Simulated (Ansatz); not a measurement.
Level of theory: PBE (plane waves to 420 eV, PAW; Ansatz, a program for electronic structure).

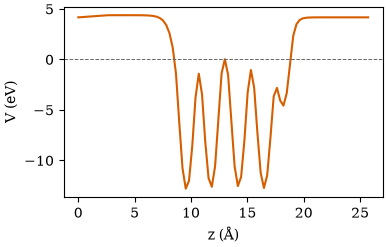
Figure: Electrostatic potential energy of an electron, averaged over planes parallel to the surface, in eV from the Fermi level, for Cl on the 1x1 (0001) surface of hcp Ti, one in a 2x1 cell, started at the site 'top Ti'

Set-up: 9 atoms, 6.8 Å thick at the start under the adsorbate (thin: gaps and levels are the slab's own); mesh 6x12x1; 0.1 eV smearing; dipole correction on; 4 atoms held, the rest relaxed; start symmetry kept, larger cells not searched; no spin, no spin-orbit, no U, no dispersion correction. At the end it is bonded to 3 Ti. In PBE this state lies 0.09 eV over the lowest of the starts that converged ('hollow Ti-Ti-Ti').

The vacuum level lies 4.18 eV above the Fermi level over the top face and 4.39 eV above it under the bottom face.
